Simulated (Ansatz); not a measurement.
Molecule (SMILES): F[B]F, doublet.
Atoms: B1, F2, F3. Bonds: B1-F2, B1-F3.

Basis-set convergence of the highest harmonic wavenumber at MP2 with Ansatz (a program for electronic structure). Each level at its own minimum, finite differences of forces, unscaled; the reference is a large set that could be run, not a limit. Cartesian d functions, on some or all atoms, in 6-31G*; all else is spherical. Cores are frozen. Open shells are unrestricted. No added dispersion term, no relativity. Reference: the value in def2-QZVPP, 1432 cm⁻¹, itself unsure by roughly 3 cm⁻¹ (its mean distance from cc-pVQZ, aug-cc-pVTZ, def2-TZVPPD). Deviations are taken from unrounded values.

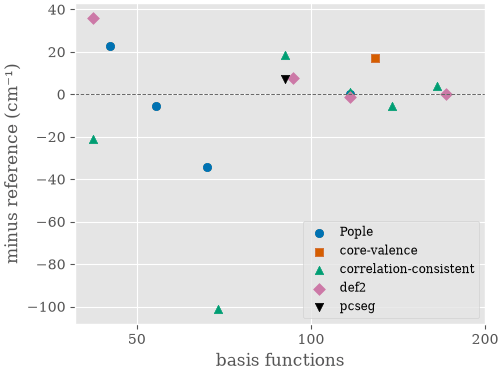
Figure: Deviation from the reference against the number of basis functions, by family of sets.

```csv
basis,functions,highest harmonic wavenumber (cm⁻¹),minus reference (cm⁻¹)
cc-pVDZ,42,1411,-21
def2-SVP,42,1468,36
6-31G*,45,1455,23
6-311G**,54,1427,-6
6-311+G**,66,1398,-34
aug-cc-pVDZ,69,1331,-101
cc-pVTZ,90,1451,19
pcseg-2,90,1440,7
def2-TZVPP,93,1440,8
"6-311++G(3df,3pd)",117,1432,0
def2-TZVPPD,117,1431,-1
jun-cc-pV(T+d)Z,117,1434,1
cc-pCVTZ,129,1450,17
aug-cc-pVTZ,138,1427,-5
cc-pVQZ,165,1436,4
def2-QZVPP,171,1432,0
```
